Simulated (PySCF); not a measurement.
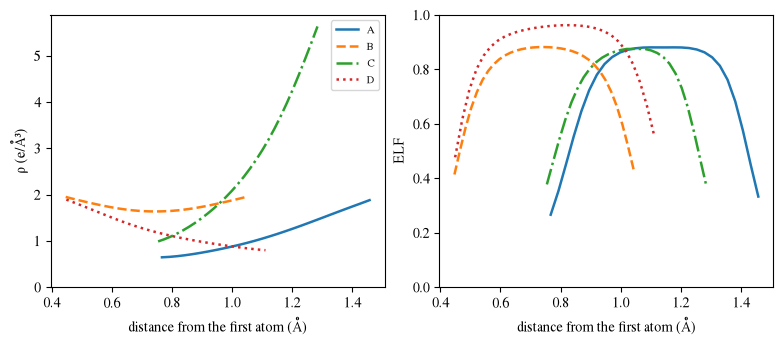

The picture shows: C$_{3}$H$_{9}$ClOSi$_{2}$. Total electron density and electron localisation function along straight lines between neighbouring atoms. The curves leave out the atomic cores.

Geometry: GFN2-xTB.

Computed with PBE0/pcSseg-1, SCF density, gas phase, non-relativistic (PySCF).

```xyz
16

O     1.6748    0.1086   -1.3947
Si    2.1120   -0.2820    0.1270
Si    0.5233    0.8814    1.3241
Cl    0.8638    0.6236    3.3242
C    -1.2523    0.3132    1.0053
C    -1.5279   -0.9973    0.3164
C    -1.7722    0.2819   -0.4068
H     2.1554   -0.1976   -2.1590
H     3.5053    0.1246    0.3539
H     2.1122   -1.7470    0.2666
H     0.5323    2.3440    1.1416
H    -1.9822    0.5928    1.7588
H    -0.6876   -1.6020    0.0071
H    -2.3787   -1.5772    0.6438
H    -2.7923    0.5894   -0.5837
H    -1.0934    0.5524   -1.2011
```

### Which curve belongs to which contact (C–C, C–Si, Si–Cl and Si–O)? The first atom named is at distance zero.

Curve A: Si–Cl (2.05 Å): ρ at the midpoint is about 0.91 e/Å³; the ELF peaks at about 0.90 between the atoms: a shared but strongly polarised pair. Curve B: C–C (1.49 Å): ρ at the midpoint is about 1.6 e/Å³; the ELF peaks at about 0.90 between the atoms, as expected for a shared electron pair. Curve C: Si–O (1.63 Å): the density is about 1.2 e/Å³ at the midpoint; the ELF peaks at about 0.85 between the atoms: a polar covalent bond. Curve D: C–Si (1.89 Å): the density is about 0.93 e/Å³ at the midpoint; the ELF peaks at about 0.95 between the atoms: localised, covalent bonding.
